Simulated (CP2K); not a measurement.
**CH5ClOSi2: PM3**

What is the energy change on altering one bond length of CH5ClOSi2 at PM3? 

The calculation is run with CP2K 2026.2.

4 further runs of the same task are left out: 3 that didn't finish, 1 set aside as unsound or not needed.

### 1 Starting point

The species is CH5ClOSi2 (10 atoms), meant as a singlet with charge 0. Geometry: relaxed at GFN2-xTB.

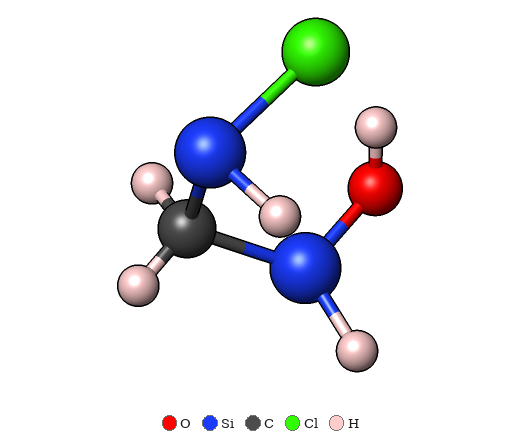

Viewed from a chosen angle; oxygen red, silicon blue, carbon dark grey, chlorine green, hydrogen pink.

### 2 Energy and gradient at PM3

Input file molecule.xyz:

```xyz
10

O     -1.634140    -0.495850    -1.040020
Si    -0.410730    -1.162860    -0.262800
C      0.263120    -0.239650     1.175510
Si     1.169290     1.361280     0.378880
Cl    -0.446500     2.171500    -0.834490
H     -1.582490     0.474710    -1.190420
H      0.280770    -2.131320    -1.088360
H     -0.510800     0.108630     1.857680
H      1.006940    -0.777160     1.756460
H      1.864540     0.690710    -0.752440
```

Input file calc.inp:

```
&GLOBAL
  PROJECT calc
  RUN_TYPE ENERGY_FORCE
  PRINT_LEVEL MEDIUM
&END GLOBAL

&FORCE_EVAL
  METHOD QS
  &DFT
    &QS
      METHOD PM3
      EPS_DEFAULT 1.0E-10
      &SE
        &COULOMB
          CUTOFF [angstrom] 50
          RC_RANGE [angstrom] 0
        &END COULOMB
        &EXCHANGE
          CUTOFF [angstrom] 50
          RC_RANGE [angstrom] 0
        &END EXCHANGE
      &END SE
    &END QS
    &POISSON
      PERIODIC NONE
      POISSON_SOLVER ANALYTIC
    &END POISSON
    &SCF
      SCF_GUESS ATOMIC
      EPS_SCF 1.0E-06
      MAX_SCF 150
      ADDED_MOS 2
      &DIAGONALIZATION
        ALGORITHM STANDARD
      &END DIAGONALIZATION
      &MIXING
        METHOD DIRECT_P_MIXING
        ALPHA 0.4
      &END MIXING
    &END SCF
    &PRINT
      &MOMENTS
        PERIODIC F
        REFERENCE COM
        MAX_MOMENT 1
      &END MOMENTS
      &MO ON
        ENERGIES T
        OCCUPATION_NUMBERS T
        NDIGITS 6
        &EACH
          QS_SCF 0
        &END EACH
        ADD_LAST NUMERIC
      &END MO
      &HIRSHFELD OFF
      &END HIRSHFELD
    &END PRINT
  &END DFT
  &SUBSYS
    &CELL
      ABC 11.5 12.3 11
      PERIODIC NONE
    &END CELL
    &TOPOLOGY
      COORD_FILE_NAME molecule.xyz
      COORD_FILE_FORMAT XYZ
      &CENTER_COORDINATES
      &END CENTER_COORDINATES
    &END TOPOLOGY
  &END SUBSYS
  &PRINT
    &FORCES ON
    &END FORCES
  &END PRINT
&END FORCE_EVAL
```

Command:

```sh
$ OMP_NUM_THREADS=1 cp2k.psmp -i calc.inp > calc.out 2>&1
```

Standard output:

```text
CP2K| version string:                                       CP2K version 2026.2
[...]
 GLOBAL| Method name                                                        CP2K
[...]
 GLOBAL| Run type                                                   ENERGY_FORCE
[...]
                             - Atoms:                                         10
[...]
                             - Spherical basis functions:                     25
[...]
 Number of electrons:                                                         30
[...]
     1 P_Mix/Diag. 0.40E+00    0.0     0.76953088       -29.3713742293 -2.94E+01
[...]
    17 DIIS/Diag.  0.28E-06    0.0     0.00000037       -34.9724824419 -8.85E-12
  *** SCF run converged in    17 steps ***
  Core-core repulsion energy [eV]:                           1821.94791696941570
  Core Hamiltonian energy [eV]:                             -1476.12804454008051
  Two-electron integral energy [eV]:                        -2594.93903314446470
  Electronic energy [eV]:                                   -2773.59756111231263
  Total energy [eV]:                                         -951.64964414289705
  Atomic reference energy [eV]:                               948.65769512098245
  Heat of formation [kcal/mol]:                               -68.99598899700506
[...]
 SE_DIPOLE| Moment [Debye]          0.83779194       5.99778309      -0.41272865
 SE_DIPOLE| Derivative [a.u.]       0.00000000       0.00000000       0.00000000
 ENERGY| Total FORCE_EVAL ( QS ) energy [hartree]            -34.972482441889262
 FORCES| Atomic forces [hartree/bohr]
 FORCES|   Atom     x               y               z               |f|
 FORCES|      1 -2.59472213E-02  3.41691492E-02 -2.51571848E-02   4.97360332E-02
 FORCES|      2  4.50179350E-02  2.09753593E-02  3.40692829E-02   6.02270388E-02
 FORCES|      3 -7.01872294E-03 -7.36934098E-03 -1.84830128E-02   2.10995597E-02
 FORCES|      4 -1.32279240E-02 -1.75193112E-02  2.45301440E-03   2.20889456E-02
 FORCES|      5 -4.01074216E-03 -3.15533964E-03  1.69472205E-03   5.37720222E-03
 FORCES|      6 -7.73573237E-03 -1.21967155E-02  4.99132193E-03   1.52811884E-02
 FORCES|      7  6.24128433E-03 -1.10617956E-02  2.59860406E-04   1.27037191E-02
 FORCES|      8 -3.41889083E-03  3.48975721E-03  2.71450467E-03   5.58889574E-03
 FORCES|      9  5.31654264E-03 -2.37138472E-03  3.92890814E-03   7.02320513E-03
 FORCES|     10  4.78347161E-03 -4.96037803E-03 -6.47141687E-03   9.45336908E-03
 FORCES| Sum    -5.41233725E-16 -1.21604116E-15 -3.88578059E-16
 FORCES| Total atomic force                                       1.38660843E-15
[...]
```

It took 0.42 s on 1 thread of Arm Neoverse N1, shared host; peak memory 0.14 GiB.

### 3 The distorted shape

Input file molecule.xyz:

```xyz
10

O     -1.870004    -0.818996    -1.543464
Si    -0.646594    -1.486006    -0.766244
C      0.263120    -0.239650     1.175510
Si     1.169290     1.361280     0.378880
Cl    -0.446500     2.171500    -0.834490
H     -1.818354     0.151564    -1.693864
H      0.044906    -2.454466    -1.591804
H     -0.510800     0.108630     1.857680
H      1.006940    -0.777160     1.756460
H      1.864540     0.690710    -0.752440
```

Input file molecule.inp:

```
&GLOBAL
    PROJECT_NAME molecule
    RUN_TYPE ENERGY_FORCE
    PRINT_LEVEL MEDIUM
&END GLOBAL

&FORCE_EVAL
    METHOD QS
    &DFT
        CHARGE 0
        MULTIPLICITY 1
        &QS
            METHOD PM3
            EPS_DEFAULT 1.0E-10
            &SE
                &COULOMB
                    CUTOFF [angstrom] 50
                    RC_RANGE [angstrom] 0
                &END COULOMB
                &EXCHANGE
                    CUTOFF [angstrom] 50
                    RC_RANGE [angstrom] 0
                &END EXCHANGE
            &END SE
        &END QS
        &POISSON
            PERIODIC NONE
            POISSON_SOLVER ANALYTIC
        &END POISSON
        ! SCF settings
        &SCF
            SCF_GUESS ATOMIC
            EPS_SCF 1.0E-06
            MAX_SCF 150
            ADDED_MOS 2
            &DIAGONALIZATION
                ALGORITHM STANDARD
            &END DIAGONALIZATION
            &MIXING
                METHOD DIRECT_P_MIXING
                ALPHA 0.4
            &END MIXING
        &END SCF
        &PRINT
            &MOMENTS
                PERIODIC F
                REFERENCE COM
                MAX_MOMENT 1
            &END MOMENTS
            &MO ON
                ENERGIES T
                OCCUPATION_NUMBERS T
                NDIGITS 6
                &EACH
                    QS_SCF 0
                &END EACH
                ADD_LAST NUMERIC
            &END MO
            &HIRSHFELD OFF
            &END HIRSHFELD
        &END PRINT
    &END DFT
    ! atoms, cell and kinds
    &SUBSYS
        &CELL
            ABC [angstrom] 11.7 12.6 11.6
            PERIODIC NONE
        &END CELL
        &TOPOLOGY
            COORD_FILE_NAME molecule.xyz
            COORD_FILE_FORMAT XYZ
            &CENTER_COORDINATES
            &END CENTER_COORDINATES
        &END TOPOLOGY
    &END SUBSYS
    ! extra output
    &PRINT
        &FORCES ON
        &END FORCES
    &END PRINT
&END FORCE_EVAL
```

Command:

```sh
$ OMP_NUM_THREADS=1 cp2k.psmp -i molecule.inp > molecule.out 2>&1
```

Standard output:

```text
CP2K| version string:                                       CP2K version 2026.2
[...]
 GLOBAL| Method name                                                        CP2K
[...]
 GLOBAL| Run type                                                   ENERGY_FORCE
[...]
                             - Atoms:                                         10
[...]
                             - Spherical basis functions:                     25
[...]
 Number of electrons:                                                         30
[...]
     1 P_Mix/Diag. 0.40E+00    0.0     0.75393749       -29.4616940907 -2.95E+01
[...]
    17 DIIS/Diag.  0.36E-06    0.0     0.00000097       -34.8895527017 -2.65E-11
  *** SCF run converged in    17 steps ***
  Core-core repulsion energy [eV]:                           1710.50037494234493
  Core Hamiltonian energy [eV]:                             -1466.78303709630086
  Two-electron integral energy [eV]:                        -2386.22069799296287
  Electronic energy [eV]:                                   -2659.89338609278229
  Total energy [eV]:                                         -949.39301115043747
  Atomic reference energy [eV]:                               948.65769512098245
  Heat of formation [kcal/mol]:                               -16.95679181229287
[...]
 SE_DIPOLE| Moment [Debye]          1.51009450       6.26346035       0.74915382
 SE_DIPOLE| Derivative [a.u.]       0.00000000       0.00000000       0.00000000
 ENERGY| Total FORCE_EVAL ( QS ) energy [hartree]            -34.889552701737955
 FORCES| Atomic forces [hartree/bohr]
 FORCES|   Atom     x               y               z               |f|
 FORCES|      1 -1.12139150E-02  4.70646042E-02 -2.64301960E-02   5.51306096E-02
 FORCES|      2  4.46920951E-02  2.67947694E-02  8.06745381E-02   9.60402214E-02
 FORCES|      3  3.29478206E-03  1.91588680E-02 -4.23263276E-02   4.65772028E-02
 FORCES|      4 -2.54570676E-02 -3.33942341E-02  1.19515693E-03   4.20079226E-02
 FORCES|      5 -1.11008632E-03 -3.92140848E-03  2.41559925E-03   4.73760022E-03
 FORCES|      6 -1.12712861E-02 -2.28343773E-02  8.25729976E-03   2.67700145E-02
 FORCES|      7  7.10680861E-03 -7.94636260E-03 -4.83342129E-03   1.17052710E-02
 FORCES|      8 -9.25060448E-03 -9.74599628E-03 -7.49416215E-03   1.53857269E-02
 FORCES|      9 -2.92875579E-03 -1.28515841E-02 -6.26771679E-03   1.45953794E-02
 FORCES|     10  6.13802956E-03 -2.32427864E-03 -5.19077014E-03   8.36790133E-03
 FORCES| Sum     2.77555756E-17  1.49186219E-16 -3.46944695E-16
 FORCES| Total atomic force                                       3.78678652E-16
[...]
```

It took 0.42 s on 1 thread of Arm Neoverse N1, shared host; peak memory 0.14 GiB.

### 4 Summary of results

At PM3:

```
                                                          quantity           value
                                         first shape: total energy    -34.97248 Eh
                                        first shape: dipole moment          6.07 D
                                          first shape: HOMO energy        -7.29 eV
                                          first shape: LUMO energy        -2.18 eV
                                        first shape: HOMO–LUMO gap         5.11 eV
            first shape: heat of formation at this unrelaxed shape  -69.0 kcal/mol
                             first shape: largest force on an atom      3.097 eV/Å
                                     distorted shape: total energy    -34.88955 Eh
                                    distorted shape: dipole moment          6.49 D
                                      distorted shape: HOMO energy        -7.02 eV
                                      distorted shape: LUMO energy        -2.56 eV
                                    distorted shape: HOMO–LUMO gap         4.46 eV
        distorted shape: heat of formation at this unrelaxed shape  -17.0 kcal/mol
                         distorted shape: largest force on an atom      4.939 eV/Å
energy change with the Si2–C3 bond stretched from 1.837 to 2.480 Å        2.257 eV
```

What this shows: With the Si2–C3 bond stretched from 1.837 to 2.480 Å the energy rises by 2.26 eV (52 kcal/mol). The first shape isn't relaxed at this level, so the change isn't measured from a minimum. The largest force (first shape) is 3.10 eV/Å: the shape isn't a stationary point for this species at this level.
